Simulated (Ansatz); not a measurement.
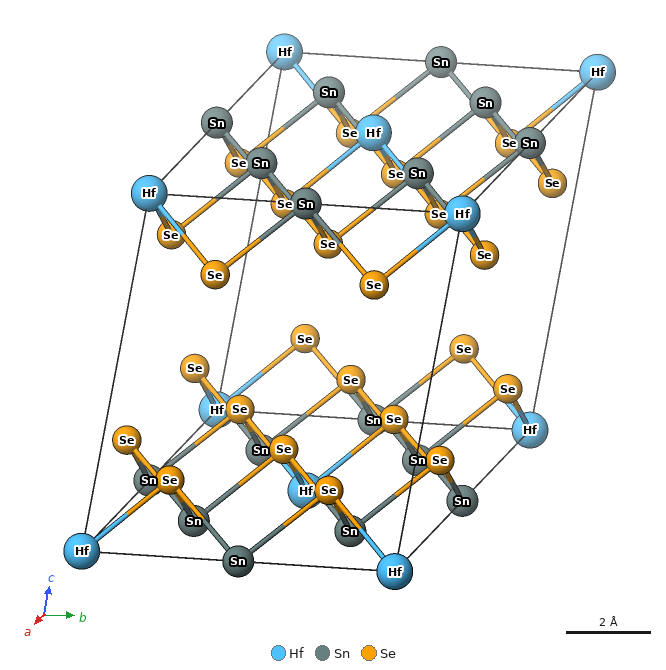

This ball-and-stick model is shown slightly off an axis. The edges of the conventional unit cell are marked.

HfSn3Se8, space group C2/m (No. 12), a = 13.358 Å, b = 7.712 Å, c = 9.749 Å, α = 90.00°, β = 133.17°, γ = 90.00°. The starting point was a structure type filled with these elements by a generator (whether the compound takes this form wasn't checked). Earlier steps of the study, as a rule a relaxation of our own, may have changed the cell and positions, so they can lie some per cent off the listed ones. An electronic-structure calculation with Ansatz was run on it.

This one geometry was computed with Ansatz (DFT, plane waves, PAW) at three levels of theory: PBE, r2SCAN and PBEsol.

**Which level gives the highest pressure at this volume, and what does that say about its equilibrium volume?**

Highest: PBE (0.0 GPa), which points to the largest equilibrium volume. Lowest, with the smallest volume: PBEsol (-2.3 GPa). Levels within 0.5 GPa of each other can't be told apart.

**How does the band gap change with the level of theory?**

PBEsol: a gap of 0.19 eV, indirect; PBE: a gap of 0.25 eV, indirect; r2SCAN: a gap of 0.51 eV, indirect.

**Collect the results in a table.**

| level | cutoff (eV) | k-mesh of the run's cell | gap (eV) | pressure (GPa) |
| --- | --- | --- | --- | --- |
| PBE | 420 | 6×6×6 | 0.25 | 0.0 |
| r2SCAN | 500 | 6×6×6 | 0.51 | -1.6 |
| PBEsol | 420 | 6×6×6 | 0.19 | -2.3 |

Gaps are taken on the k-mesh or band path of each run.
